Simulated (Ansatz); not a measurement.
# CH4BFSi: the cost of one run

Method: RKS PBE-D4/def2-SVP, in Ansatz 0.2.0.

## (1) The structure to begin with

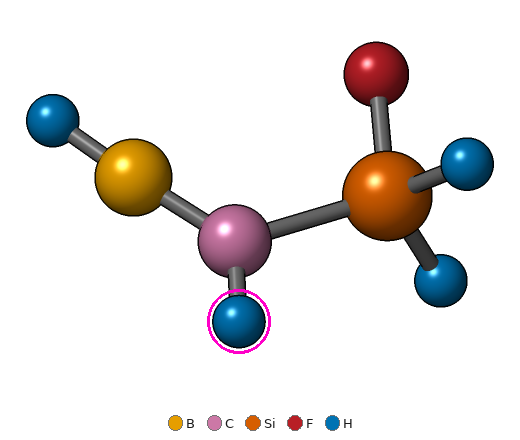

Start, viewed from a chosen angle; boron amber, carbon pink, silicon orange, fluorine red, hydrogen blue. Ringed: H6.

As a file:

```xyz
8

B    -0.6610    1.6014   -0.4340
C     0.0828    0.8057    0.4139
Si    0.3181   -1.0308    0.1193
F    -0.4421   -1.4431   -1.2438
H    -1.2897    2.2079   -1.1762
H     0.5957    1.1208    1.3091
H     1.7095   -1.3985   -0.1276
H    -0.3133   -1.8634    1.1393
```

## (2) Relaxing end A

input.yaml reads:

```yaml
crystal:
  periodic: [false, false, false]
  atoms:
    - { symbol: B, position_ang: [-0.66101, 1.60143, -0.43401] }
    - { symbol: C, position_ang: [0.08278, 0.8057, 0.41392] }
    - { symbol: Si, position_ang: [0.31812, -1.03083, 0.11933] }
    - { symbol: F, position_ang: [-0.44208, -1.4431, -1.2438] }
    - { symbol: H, position_ang: [-1.28971, 2.20794, -1.17621] }
    - { symbol: H, position_ang: [0.59571, 1.12079, 1.3091] }
    - { symbol: H, position_ang: [1.70948, -1.39854, -0.12762] }
    - { symbol: H, position_ang: [-0.31329, -1.86339, 1.13929] }
basis:
  gaussian: { orbitals: def2-SVP }
hamiltonian:
  xc: pbe
  dispersion: d4
relax:
  f_tol: 0.02
  max_steps: 50
```

Started as:

```console
$ ansatz run input.yaml --threads 1 --pin off --max-ram 2048MiB --backend cpu --events-out ev --progress --plain --runs-dir out
```

Q: Estimate wall time and peak memory on 1 thread of Arm Neoverse V2, shared host.

About 18 s, with a peak of 0.14 GiB.
